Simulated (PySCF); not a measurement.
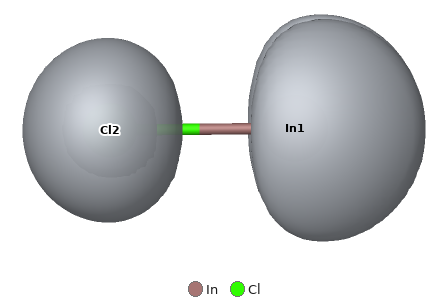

Figure 1: InCl (charge −1, doublet). Isosurface of the ELF at 0.75 (grey), seen from one side. Core shells and regions of very low density are left out.

Core potentials replace the inner electrons of In.

These are results of PBE0/aug-cc-pVDZ(-PP), non-relativistic Hamiltonian with scalar-relativistic core potentials where named, at a bond length of 2.622 Å (PySCF), not measurements.

Question: Where are the electrons localised?

Answer: The ELF exceeds this value in two lobes on In, pointing away from the bonds (non-bonding electrons) and one region wrapped around Cl (its valence shell). Along the contacts the grid gives the following. In–Cl (2.62 Å): the ELF peaks at about 0.85 in the valence shell of Cl, 0.9 Å from its nucleus, and drops to about 0.10 between the two atoms.
